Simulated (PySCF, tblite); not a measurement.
# C3H10NOSi radical: geometry, infrared bands and EPR parameters

Aim: predict the infrared bands and EPR parameters of C3H10NOSi radical (`C[CH][Si@H](O)NC`).

Programs: tblite 0.8.0 and PySCF 2.14.0, with density-fitted response routines of our own. Each step states its level of theory. These are calculated values for one molecule in the gas phase, unless marked as measured. Atoms are numbered from 0 throughout.

## Step 1: The starting structure

16 atoms, charge 0, multiplicity 2; geometry from: force field or distance geometry start.

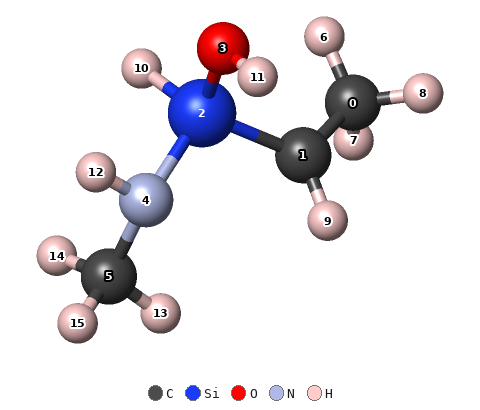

As it starts; carbon dark grey, silicon blue, oxygen red, nitrogen light blue, hydrogen pink, atoms numbered.

## Step 2: Relaxing the molecule with GFN2-xTB

Job settings and geometry (Å):

```
{"job": {"kind": "relax", "xc": "GFN2-xTB", "basis": "xTB"}, "charge": 0, "multiplicity": 2}
C     -1.599900    -1.821900    -0.891400
C     -1.098800    -0.653300    -0.131700
Si     0.643800    -0.477200     0.323300
O      1.013900    -1.258900     1.703500
N      0.951800     1.137000     0.725900
C      0.815700     2.260500    -0.200300
H     -0.838400    -2.564000    -1.109500
H     -2.020700    -1.474300    -1.838900
H     -2.403300    -2.314400    -0.326800
H     -1.780800     0.124700     0.182900
H      1.548900    -0.866500    -0.765300
H      0.511000    -0.967600     2.486600
H      1.888700     1.157600     1.116000
H     -0.198800     2.354900    -0.578700
H      1.501800     2.179300    -1.046400
H      1.057400     3.193100     0.339400
```

On the command line:

```
$ OMP_NUM_THREADS=1 python probes_run.py task.json out
```

One launch serves the whole session: the jobs run in the order shown.

Output:

```text
step      E/eV     max force
  0    -549.93065    1.782
  1    -549.99454    0.516
  2    -550.01825    0.489
  3    -550.08652    0.487
  4    -550.11333    0.467
  5    -550.13723    0.352
  6    -550.15233    0.331
  7    -550.16607    0.296
  8    -550.17597    0.230
  9    -550.18233    0.156
 10    -550.18607    0.127
 11    -550.18945    0.163
 12    -550.19281    0.139
 13    -550.19576    0.141
 14    -550.19822    0.112
 15    -550.20056    0.143
 16    -550.20308    0.156
 17    -550.20569    0.129
 18    -550.20801    0.104
 19    -550.20983    0.112
 20    -550.21128    0.111
 21    -550.21244    0.082
 22    -550.21344    0.094
 23    -550.21451    0.104
 24    -550.21578    0.133
 25    -550.21718    0.129
 26    -550.21853    0.098
 27    -550.21972    0.084
 28    -550.22098    0.105
 29    -550.22260    0.125
 30    -550.22443    0.117
 31    -550.22598    0.087
 32    -550.22721    0.080
 33    -550.22831    0.095
 34    -550.22937    0.091
 35    -550.23046    0.085
 36    -550.23140    0.069
 37    -550.23215    0.065
 38    -550.23284    0.070
 39    -550.23366    0.082
 40    -550.23451    0.081
 41    -550.23516    0.053
 42    -550.23556    0.041
 43    -550.23582    0.043
 44    -550.23608    0.037
 45    -550.23637    0.053
 46    -550.23665    0.045
 47    -550.23695    0.049
 48    -550.23741    0.057
 49    -550.23806    0.061
 50    -550.23872    0.060
 51    -550.23917    0.047
 52    -550.23948    0.043
 53    -550.23976    0.038
 54    -550.24009    0.044
 55    -550.24042    0.064
 56    -550.24073    0.045
 57    -550.24109    0.055
 58    -550.24165    0.060
 59    -550.24232    0.050
 60    -550.24286    0.060
 61    -550.24312    0.047
 62    -550.24341    0.051
 63    -550.24367    0.042
 64    -550.24389    0.031
 65    -550.24404    0.036
 66    -550.24422    0.041
 67    -550.24446    0.040
 68    -550.24477    0.039
 69    -550.24506    0.039
 70    -550.24527    0.042
 71    -550.24548    0.039
 72    -550.24578    0.039
 73    -550.24614    0.045
 74    -550.24644    0.039
 75    -550.24668    0.044
 76    -550.24694    0.049
 77    -550.24725    0.042
 78    -550.24765    0.036
 79    -550.24788    0.032
 80    -550.24802    0.029
 81    -550.24820    0.037
 82    -550.24848    0.042
 83    -550.24882    0.050
 84    -550.24911    0.051
 85    -550.24931    0.044
 86    -550.24952    0.053
 87    -550.24978    0.047
 88    -550.25022    0.039
 89    -550.25055    0.035
 90    -550.25087    0.043
 91    -550.25121    0.057
 92    -550.25166    0.067
 93    -550.25233    0.075
 94    -550.25158    0.183
 95    -550.25361    0.068
 96    -550.25429    0.065
 97    -550.25418    0.183
 98    -550.25616    0.075
 99    -550.25657    0.051
100    -550.25708    0.060
101    -550.25746    0.056
102    -550.25836    0.043
103    -550.25895    0.065
104    -550.25940    0.049
105    -550.25983    0.039
106    -550.26021    0.049
107    -550.26060    0.056
108    -550.26108    0.049
109    -550.26150    0.039
110    -550.26182    0.040
111    -550.26204    0.039
112    -550.26224    0.035
113    -550.26246    0.040
114    -550.26267    0.037
115    -550.26284    0.033
116    -550.26296    0.025
117    -550.26313    0.027
118    -550.26343    0.041
119    -550.26377    0.056
120    -550.26418    0.057
121    -550.26461    0.066
122    -550.26502    0.045
123    -550.26538    0.077
124    -550.26575    0.044
125    -550.26619    0.077
126    -550.26677    0.075
127    -550.26707    0.071
128    -550.26757    0.041
129    -550.26805    0.047
130    -550.26866    0.044
131    -550.26915    0.042
132    -550.26944    0.026
133    -550.26955    0.037
134    -550.26958    0.018
135    -550.26963    0.015
136    -550.26965    0.024
137    -550.26966    0.012
138    -550.26967    0.014
139    -550.26970    0.016
140    -550.26972    0.016
141    -550.26976    0.017
142    -550.26980    0.024
143    -550.26988    0.029
144    -550.27001    0.031
145    -550.27018    0.029
146    -550.27030    0.017
147    -550.27036    0.014
148    -550.27038    0.010
149    -550.27039    0.007
```

Run time: 0.73 s. Hardware: 1 thread of Arm Neoverse V2, shared host.

Relaxation path: (not every step is listed)

| step | energy from step 0 (eV) | largest force (eV/Å) |
| --- | --- | --- |
| 0 | 0.0000 | 1.7821 |
| 1 | -0.0639 | 0.5157 |
| 2 | -0.0876 | 0.4885 |
| 3 | -0.1559 | 0.4865 |
| 4 | -0.1827 | 0.4667 |
| 5 | -0.2066 | 0.3521 |
| 6 | -0.2217 | 0.3308 |
| 7 | -0.2354 | 0.2961 |
| 8 | -0.2453 | 0.2303 |
| 21 | -0.2818 | 0.0817 |
| 34 | -0.2987 | 0.0915 |
| 47 | -0.3063 | 0.0489 |
| 60 | -0.3122 | 0.0604 |
| 73 | -0.3155 | 0.0451 |
| 86 | -0.3189 | 0.0533 |
| 99 | -0.3259 | 0.0511 |
| 112 | -0.3316 | 0.0352 |
| 125 | -0.3355 | 0.0767 |
| 138 | -0.3390 | 0.0136 |
| 144 | -0.3394 | 0.0312 |
| 145 | -0.3395 | 0.0293 |
| 146 | -0.3397 | 0.0171 |
| 147 | -0.3397 | 0.0145 |
| 148 | -0.3397 | 0.0097 |
| 149 | -0.3397 | 0.0071 |

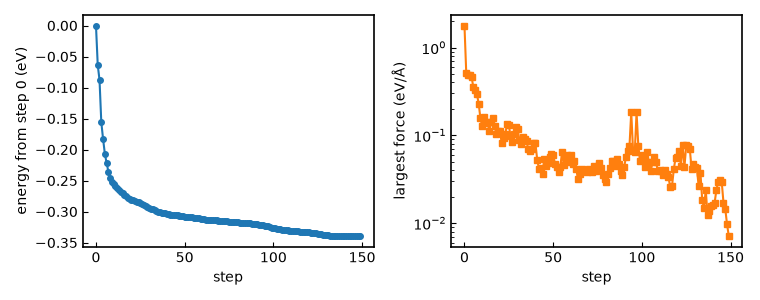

Energy and largest force along the relaxation.

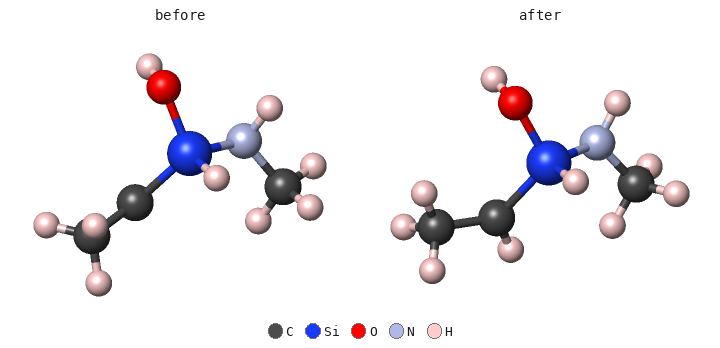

The geometry before (left) and after (right).

Close pairs (by a distance rule), those that changed most:

| bond | before (Å) | after (Å) | change (Å) |
| --- | --- | --- | --- |
| C1–Si2 | 1.810 | 1.855 | +0.045 |
| Si2–N4 | 1.692 | 1.727 | +0.035 |
| O3–H11 | 0.975 | 0.953 | -0.022 |
| N4–C5 | 1.462 | 1.442 | -0.021 |
| C5–H15 | 1.104 | 1.092 | -0.012 |
| N4–H12 | 1.015 | 1.010 | -0.005 |
| C0–H8 | 1.099 | 1.094 | -0.005 |
| Si2–O3 | 1.629 | 1.633 | +0.004 |

The final coordinates are the input of the step that follows.

## Step 3: Harmonic vibrations with GFN2-xTB

Job settings and geometry (Å):

```
{"job": {"kind": "ir", "xc": "GFN2-xTB", "basis": "xTB"}, "charge": 0, "multiplicity": 2}
C     -1.725522    -1.834840    -0.574015
C     -0.992520    -0.553884    -0.493243
Si     0.762526    -0.425973     0.092208
O      1.104466    -1.492083     1.281298
N      0.975183     1.167399     0.724111
C      0.804757     2.363225    -0.062956
H     -1.169193    -2.638198    -0.098309
H     -1.910163    -2.112076    -1.617059
H     -2.709363    -1.751688    -0.103057
H     -1.505715     0.289031    -0.932883
H      1.751593    -0.871693    -0.899572
H      0.629212    -1.445057     2.106397
H      1.732390     1.274897     1.384050
H     -0.042266     2.226400    -0.729983
H      1.683774     2.596091    -0.675824
H      0.603242     3.217393     0.587424
```

Output:

```text
mode    cm-1     km/mol
  1      54.2      0.15
  2      95.5      1.53
  3     114.7      3.67
  4     127.1      0.15
  5     153.5      1.98
  6     174.9      0.29
  7     256.9     65.93
  8     266.7     19.00
  9     319.6     73.36
 10     348.9     16.51
 11     491.6     33.75
 12     555.1    109.02
 13     673.3    146.50
 14     683.5     39.21
 15     704.8     20.71
 16     815.6    228.85
 17     846.8    327.32
 18     887.2    169.58
 19     948.8      1.01
 20     998.8     12.23
 21    1066.6     23.42
 22    1115.0      5.64
 23    1163.8      4.75
 24    1166.1     87.20
 25    1303.4      0.79
 26    1371.2     66.67
 27    1384.9      5.02
 28    1423.2      2.52
 29    1464.6      3.38
 30    1478.8      9.80
 31    1493.3      2.28
 32    1507.0      1.02
 33    2173.5    286.47
 34    2894.3     86.74
 35    2911.2     25.32
 36    2947.4     34.02
 37    2964.7     63.96
 38    3039.3     30.31
 39    3041.1      7.07
 40    3063.8     69.49
 41    3431.3      6.77
 42    3675.7      6.22
```

It took 0.39 s on 1 thread of Arm Neoverse V2, shared host.

The strongest bands and the atoms that carry them (share of the mass-weighted mode):

| cm⁻¹ | km/mol | atoms |
| --- | --- | --- |
| 555 | 109.0 | H12 75 %, N4 16 % |
| 673 | 146.5 | H10 89 % |
| 816 | 228.8 | Si2 38 %, N4 22 % |
| 847 | 327.3 | H11 68 %, O3 12 % |
| 887 | 169.6 | O3 43 %, Si2 41 % |
| 1166 | 87.2 | N4 39 %, C5 32 %, H12 14 % |
| 2174 | 286.5 | H10 97 % |
| 2894 | 86.7 | H14 89 % |

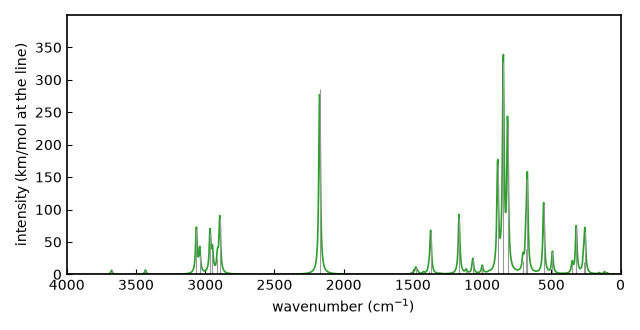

The infrared spectrum from these modes, unscaled. Lines are broadened to a width of 14 cm⁻¹ (Lorentzian).

## Step 4: EPR parameters: B3LYP/pcH-1

Same as in step 3 but for these lines:

```diff
@@ -1,2 +1,2 @@
-{"job": {"kind": "ir", "xc": "GFN2-xTB", "basis": "xTB"}, "charge": 0, "multiplicity": 2}
+{"job": {"kind": "epr", "basis": "pcH-1"}, "charge": 0, "multiplicity": 2}
 C     -1.725522    -1.834840    -0.574015
```

With the program's defaults for keys left out, this is: UKS B3LYP, pcH-1 on C H N O Si, non-relativistic, mean-field spin-orbit, GIAO.

Output:

```text
UKS, coarse grid
  cycle   1  E = -539.70485035  |g| = 6.40e-01
  cycle   2  E = -539.50542601  |g| = 9.74e-01
  cycle   3  E = -539.85391372  |g| = 9.13e-02
  cycle   4  E = -539.85657796  |g| = 4.47e-02
  cycle   5  E = -539.85745714  |g| = 9.52e-03
  cycle   6  E = -539.85748924  |g| = 4.73e-03
  cycle   7  E = -539.85749901  |g| = 1.06e-03
  cycle   8  E = -539.85750020  |g| = 3.95e-04
UKS, final grid
  cycle   1  E = -539.85750451  |g| = 4.26e-04
  cycle   2  E = -539.85750447  |g| = 5.39e-04
  cycle   3  E = -539.85750460  |g| = 7.70e-05
  cycle   4  E = -539.85750460  |g| = 1.94e-05
E = -539.85750460 Eh   <S^2> = 0.7533 (exact 0.7500)
g shifts (ppm)      1          2          3
  rmc          -129       -129       -129
  gc              2         25         29
  oz_so         -12        370        759
  total        -140        266        659
hyperfine (MHz)  atom isotope    a_iso     a_fc   dipolar eigenvalues
    0   13C     -30.33     -30.34     -3.09      0.66      2.43
    1   13C      85.49      85.61    -74.85    -74.02    148.88
    2  29Si      44.76      44.81     -2.30     -0.38      2.68
    3   17O      -4.34      -4.34     -2.53      1.10      1.43
    4   14N       6.36       6.36     -0.89     -0.59      1.48
    5   13C       0.14       0.14     -0.52     -0.44      0.96
    6    1H       3.16       3.16     -4.56     -3.87      8.43
    7    1H     135.88     135.88     -5.57     -2.93      8.50
    8    1H     101.30     101.30     -5.35     -3.96      9.30
    9    1H     -55.17     -55.18    -35.62     -0.75     36.37
   10    1H      38.52      38.52     -3.76     -1.25      5.01
   11    1H      -0.59      -0.59     -2.71     -1.85      4.56
   12    1H      -0.59      -0.59     -1.91     -1.46      3.37
   13    1H       0.97       0.97     -2.56     -2.19      4.75
   14    1H       1.16       1.16     -1.02     -0.96      1.98
   15    1H      -0.13      -0.13     -1.01     -0.95      1.97
```

It took 69 s on 1 thread of Arm Neoverse V2, shared host; peak memory 0.94 GiB.

Principal g values 2.00218, 2.00259, 2.00298; g(iso) = 2.00258, against 2.00232 for a free electron.

Mean a(iso) over the nuclei that a row names, and the largest dipolar term of the row (other rows stand at the frozen geometry):

| nuclei | isotope | a(iso) (MHz) | a(iso) (G, at g = 2.0023) | largest dipolar term (MHz) |
| --- | --- | --- | --- | --- |
| C1 | 13C | 85.5 | 30.5 | 148.9 |
| H6, H7, H8 | 1H | 80.1 | 28.6 | 9.3 |
| H9 | 1H | -55.2 | -19.7 | 36.4 |
| Si2 | 29Si | 44.8 | 16.0 | 2.7 |
| H10 | 1H | 38.5 | 13.7 | 5.0 |
| C0 | 13C | -30.3 | -10.8 | -3.1 |
| N4 | 14N | 6.4 | 2.3 | 1.5 |
| O3 | 17O | -4.3 | -1.5 | -2.5 |
| H13, H14, H15 | 1H | 0.7 | 0.2 | 4.8 |
| H11 | 1H | -0.6 | -0.2 | 4.6 |
| H12 | 1H | -0.6 | -0.2 | 3.4 |
| C5 | 13C | 0.1 | 0.1 | 1.0 |

Mulliken spin populations:

C0 -0.09; C1 1.00; Si2 0.00; O3 0.00; N4 0.01; C5 0.00; H6 0.00; H7 0.05; H8 0.04; H9 -0.04; H10 0.02; H11 0.00; H12 0.00; H13 0.00; H14 0.00; H15 0.00

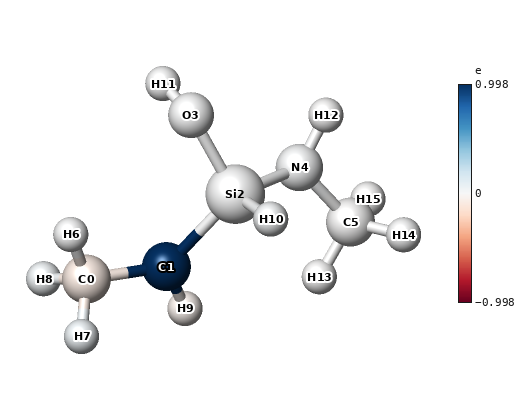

Mulliken spin populations, as colours on the atoms.

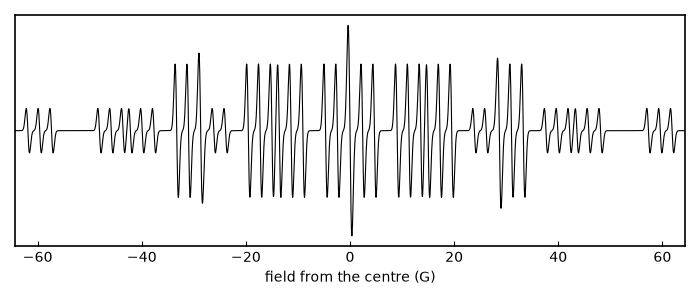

First-order isotropic spectrum (first derivative, main isotopes with spin only, couplings over 0.8 MHz, Gaussian width 0.3 G; couplings of the frozen geometry, rotation of groups not averaged beyond the rows shown).

Orbitals, density, ELF and potential are computed afterwards from the orbital file.

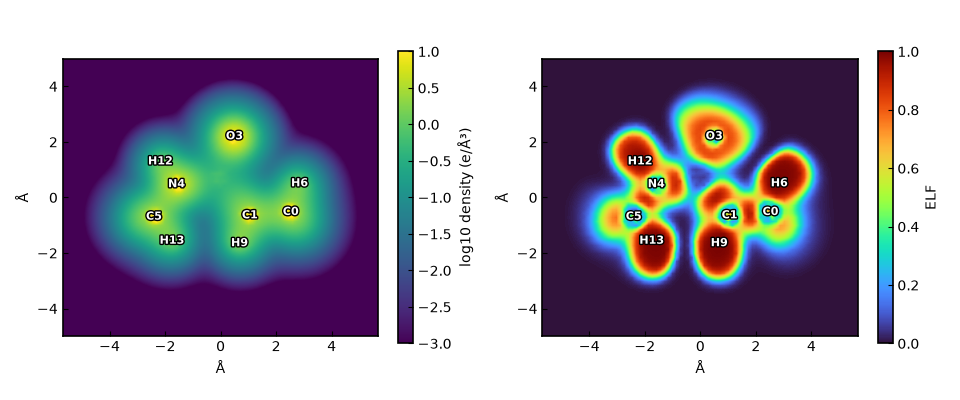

Density (left) and ELF (right) in a plane through or near 9 of the atoms.

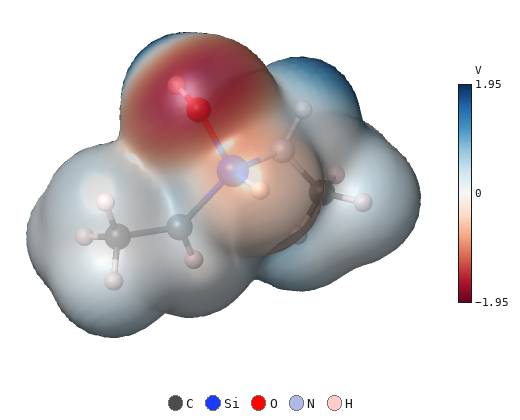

Electrostatic potential on the surface of density 0.002 e/bohr³; red is low, blue high. It runs from -1.57 V near O3 to 1.95 V near H11.

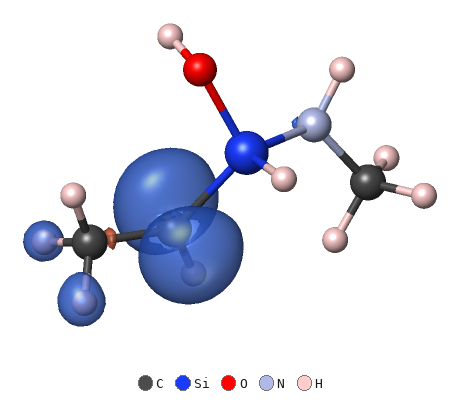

Spin density at ±0.04 e/Å³ (alpha excess blue, beta excess red).

## Step 5: Results

| quantity | value |
| --- | --- |
| strongest single infrared mode (GFN2-xTB) | 847 cm⁻¹, 327 km/mol |
| zero-point energy (GFN2-xTB) | 79.5 kcal/mol |
| g(iso) (B3LYP) | 2.00258 |
| ⟨S²⟩ | 0.753 (exact 0.75) |
| largest a(iso) (averaged by class) | 13C on C1, 85.5 MHz |
| potential on the surface of density 0.002 e/bohr³, 1st and 99th percentile | -1.57 V and 1.95 V |

**Reading.** Over 149 steps the energy fell by 0.340 eV; of the close pairs, C1–Si2 changed most, 1.810 to 1.855 Å. No mode is imaginary among the 42: a minimum at this level. The strongest single mode, at 847 cm⁻¹, moves mainly H11. Unscaled tight-binding wavenumbers are off by several per cent, some by more. Its intensities can rank the bands wrongly. C1 carries the largest spin population, 1.00 e. The isotropic g lies 0.3 ppt above the free-electron value. These values are for one conformer; the search (at its own cheap level) found 2 more, at 0.02, 1.58 kcal/mol (those within 0.05 may be mirror or relabelled copies), and measured spectra average over such forms.
